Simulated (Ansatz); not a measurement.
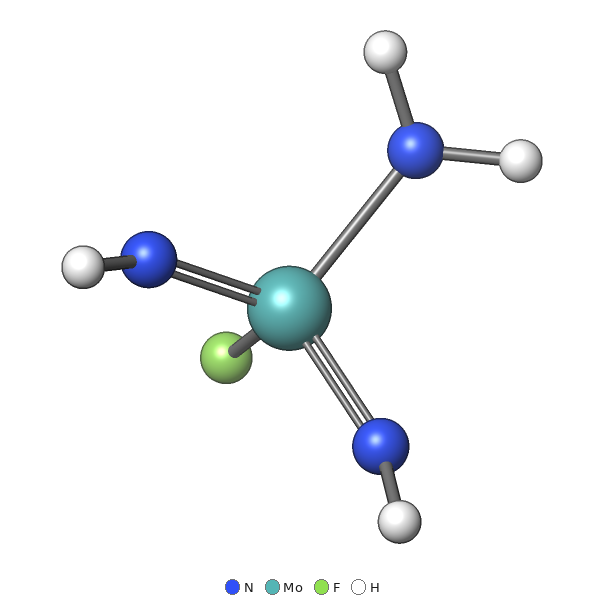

Rendered structure (ball-and-stick style).

Charge 0, singlet. The geometry was computed by an optimisation with PBE0-D4/def2-TZVP.

Identify the structure.

It has 9 atoms: 1 fluorine, 4 hydrogen, 1 molybdenum and 3 nitrogen (FH4MoN3). As SMILES it reads `[NH]=[Mo](=[NH])([NH2])[F]`. This geometry has Cs symmetry. Coordination, clear cases only: 2 N bent; 1 Mo tetrahedral.

More results for the same structure follow; atom numbers are the same in all pictures, views and colours differ.

**Electronic properties**

Method: RKS BHLYP-D4/def2-TZVPP, core potentials on Mo (Ansatz 0.2.0).

Predict the main results.

- HOMO energy (Kohn–Sham orbital): −8.91 eV
- LUMO energy (Kohn–Sham orbital): −0.41 eV
- HOMO–LUMO gap: 8.50 eV
- dispersion correction: −27.8 kJ/mol

**Vibrations**

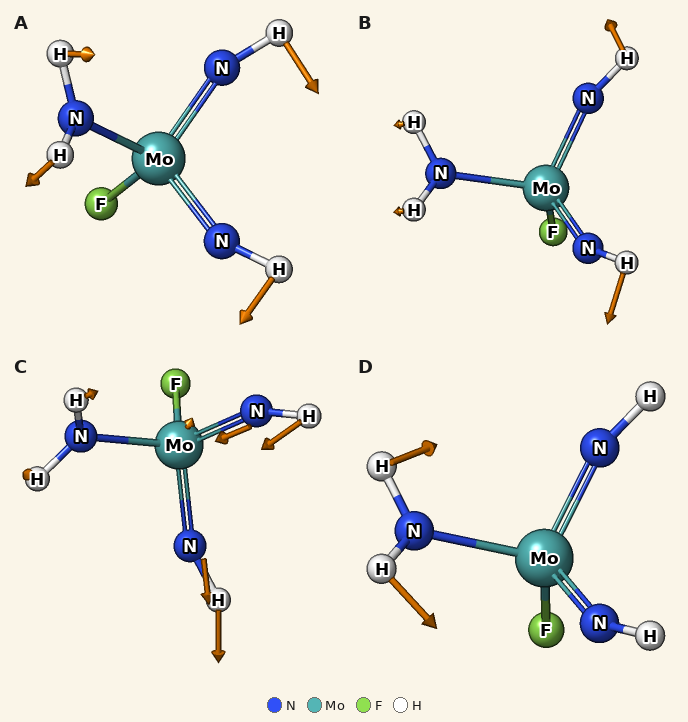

4 normal modes of one molecule or complex, as arrows. Harmonic vibrations computed with RKS PBE0-D4/def2-TZVP, core potentials on Mo (Ansatz 0.2.0) at a stationary point of the same level.

> Match the panels to the wavenumbers 332 cm⁻¹, 710 cm⁻¹, 1007 cm⁻¹, 1543 cm⁻¹.

A: 332 cm⁻¹, H–N–Mo bending
B: 710 cm⁻¹, H–N–Mo bending
C: 1007 cm⁻¹, out-of-phase stretching of 2 Mo–N bonds
D: 1543 cm⁻¹, angle bending

**Thermal motion**

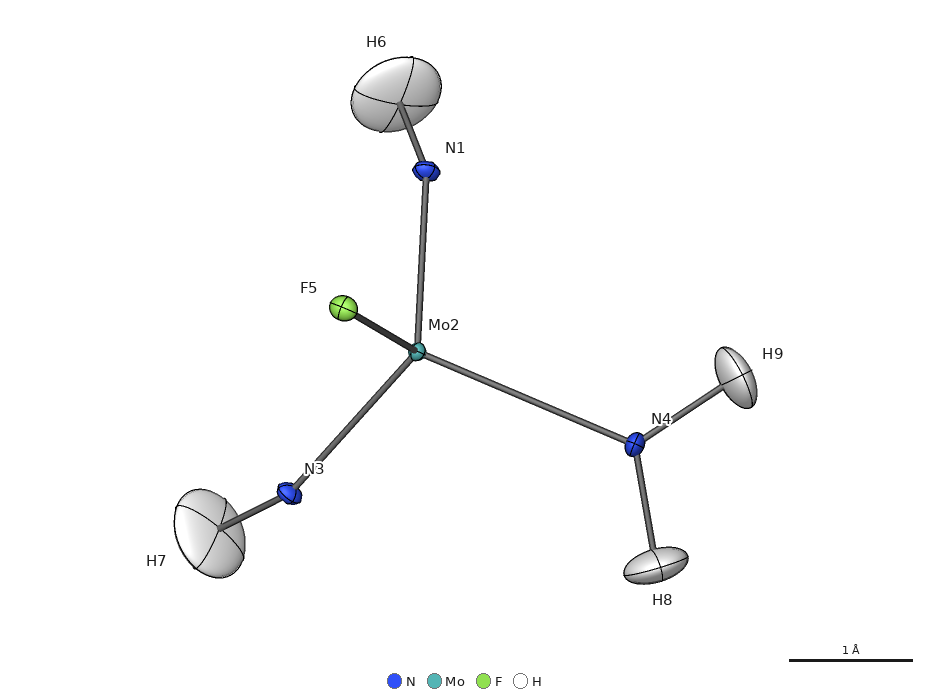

Displacement ellipsoids at the 50 % level, from the internal vibrations of the free molecule (harmonic, no overall translation or rotation; no half-axis is drawn under 0.075 Å). Vibrations computed with RKS PBE0-D4/def2-TZVP, core potentials on Mo (Ansatz 0.2.0). Temperature: 400 K.

> Which atom has the largest mean-square displacement?

H6, H7, with U_eq = 0.0431 Å².

> Does H6 move more along its bond or across it?

Across it: the root-mean-square amplitude is 0.081 Å along the bond and up to 0.256 Å across, since bending and torsion are softer than stretching.

List U_eq and the three principal root-mean-square amplitudes for each kind of atom.

```
  atom  U_eq (Å²)   rms amplitudes (Å)
N1, N3     0.0039  0.040, 0.068, 0.075
   Mo2    0.00039  0.018, 0.020, 0.021
    N4     0.0045  0.047, 0.065, 0.085
    F5     0.0040  0.043, 0.065, 0.078
H6, H7     0.0431  0.081, 0.239, 0.256
H8, H9     0.0373  0.086, 0.175, 0.272
```
